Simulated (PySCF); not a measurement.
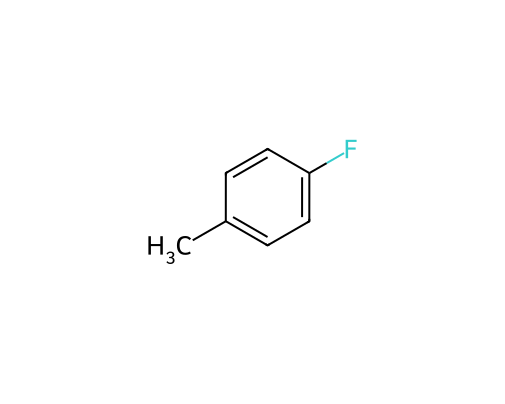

Write the SMILES.

Answer. Cc1ccc(F)cc1

Give the formula, hydrogens included.

Answer. C7H7F.

An optimisation with GFN2-xTB gave a structure of which point group?

Answer. Cs.

The parts below concern this one geometry. Atoms keep their numbers from picture to picture. Computed geometry: GFN2-xTB optimisation. No frequency run is at hand to confirm it as a minimum.

### Geometry

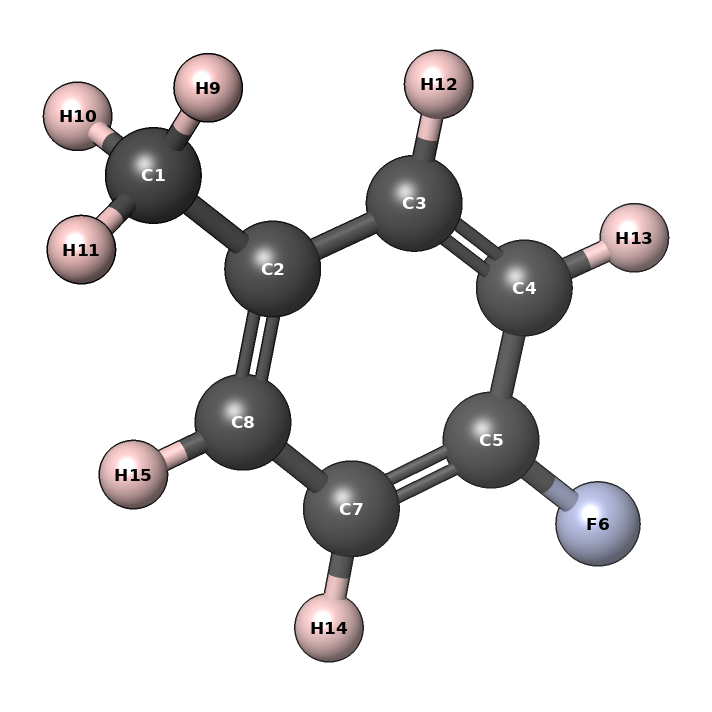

Atoms carry their numbers in the input. No frequency run is at hand to confirm it as a minimum.

How are the neighbours of atom 2 arranged?

Answer. C2 has 3 neighbours (C1 at 1.50, C3 at 1.39, C8 at 1.39 Å); the arrangement is trigonal planar.

What is the geometry at C3?

Answer. C3 has 3 neighbours (C2 at 1.39, C4 at 1.38, H12 at 1.08 Å); the arrangement is trigonal planar.

How are the neighbours of atom 4 arranged?

Answer. C4 has 3 neighbours (C3 at 1.38, C5 at 1.38, H13 at 1.08 Å); the arrangement is trigonal planar.

What is the geometry at C1?

Answer. C1 has 4 neighbours (C2 at 1.50, H9 at 1.09, H10 at 1.09, H11 at 1.09 Å); the arrangement is tetrahedral.

What is the dihedral angle C4–C5–C7–C8?

Answer. 0° in size, that is syn (eclipsed).

### Dipole moment

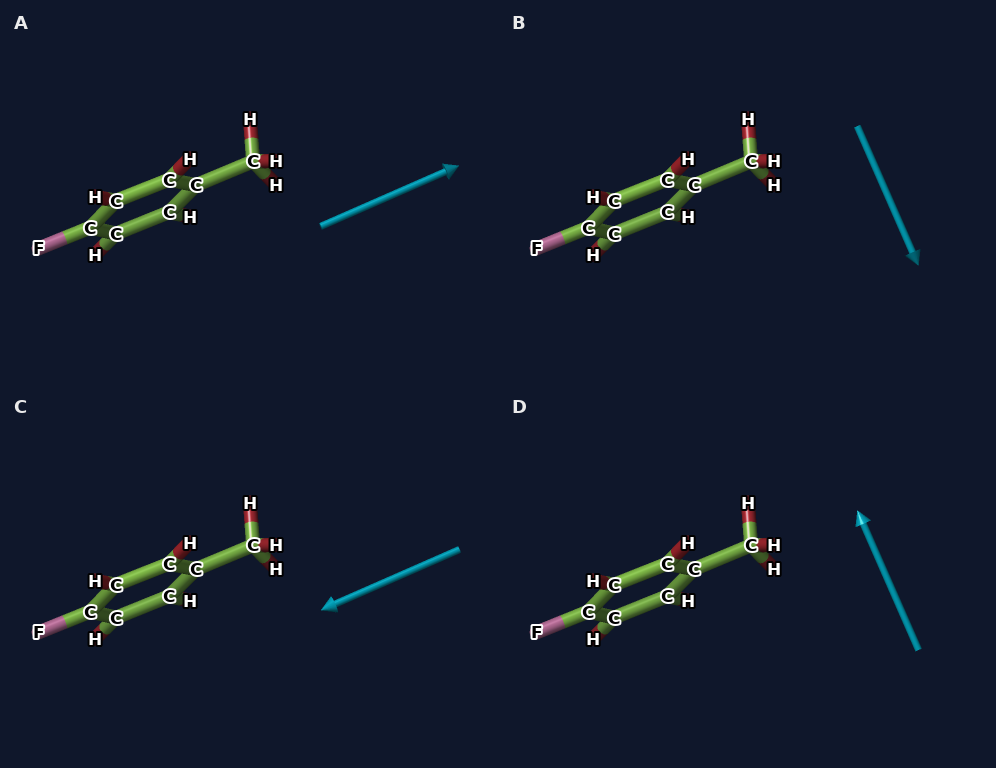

The same molecule four times, each with an arrow. No frequency run is at hand to confirm it as a minimum. Properties computed with PBE0/pcSseg-1, gas phase (PySCF 2.14.0).

Which arrow points along the dipole moment, from the negative to the positive end?

Answer. A. The dipole moment is 2.00 D.

### NMR shielding

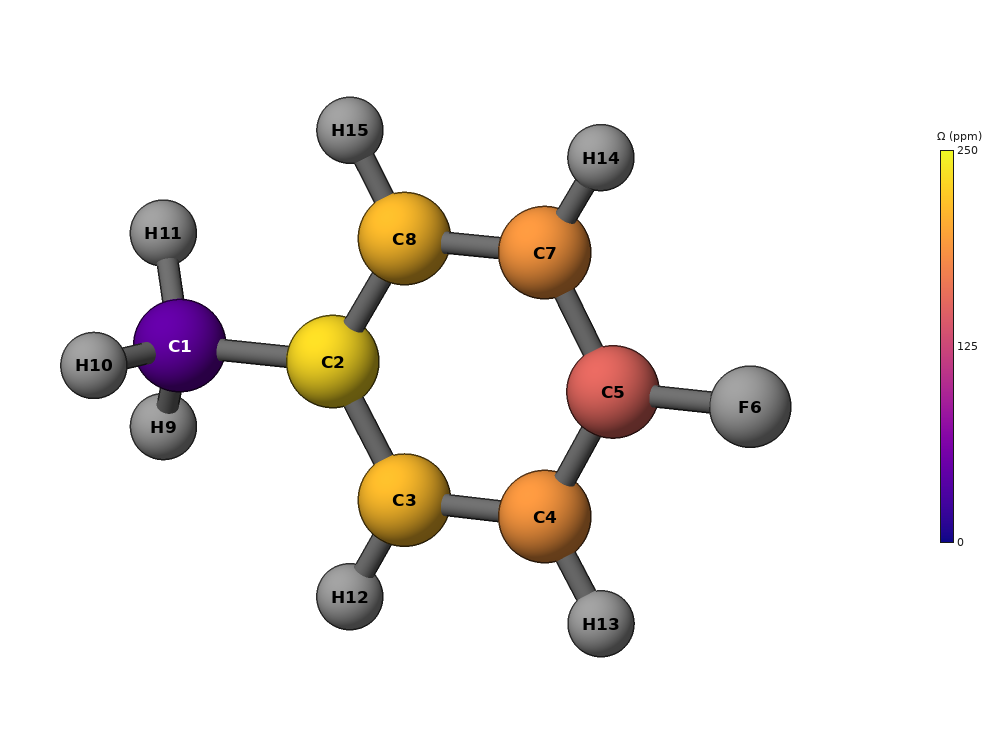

The C atoms are coloured by the span of their shielding tensor. No frequency run is at hand to confirm it as a minimum. Properties computed with GIAO PBE0/pcSseg-1 NMR shielding, non-relativistic, gas phase (PySCF 2.14.0). Principal shieldings σ11 ≤ σ22 ≤ σ33, span Ω = σ33 − σ11, skew κ = 3(σiso − σ22)/Ω.

Give the shielding tensors of the C atoms.

```tsv
atom	σ11	σ22	σ33	σiso	Ω	κ
C1	142.8	158.2	189.6	163.5	46.8	0.34
C2	−53.1	19.9	178.7	48.5	231.8	0.37
C3, C8	−51.2	42.6	162.2	51.2	213.4	0.12
C4, C7	−21.1	50.7	167.6	65.7	188.6	0.24
C5	−68.3	31.1	84.6	15.8	152.8	−0.30
```

Shieldings and span in ppm.

### Ring current

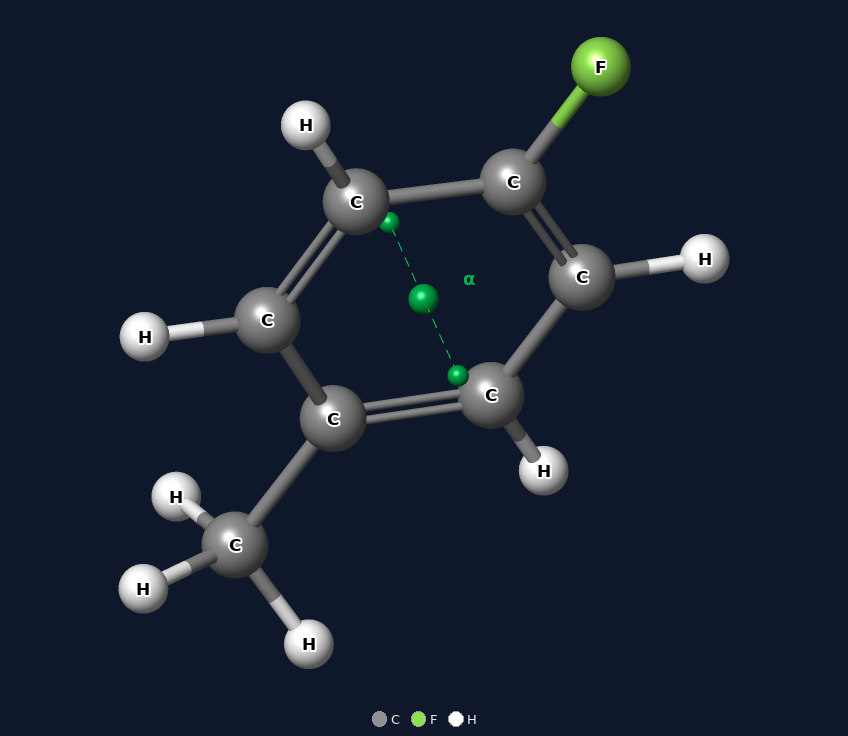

The small points mark where nucleus-independent chemical shifts (NICS) were computed: at the centre of each lettered ring and 1 Å above and below it. No frequency run is at hand to confirm it as a minimum. Level of theory: GIAO PBE0/pcSseg-1 NMR shielding, non-relativistic, gas phase (PySCF 2.14.0).

Give NICS(0), NICS(1) and the out-of-plane component NICS(1)zz for each ring (means of the two sides).

```json
{"ring": "α", "members": "C6", "NICS(0)": "−10.2", "NICS(1)": "−11.3", "NICS(1)zz": "−27.6"}
```

Values in ppm.

What do the values say about the ring currents?

Answer. Ring α: diatropic, as in an aromatic ring. NICS is one index among several.
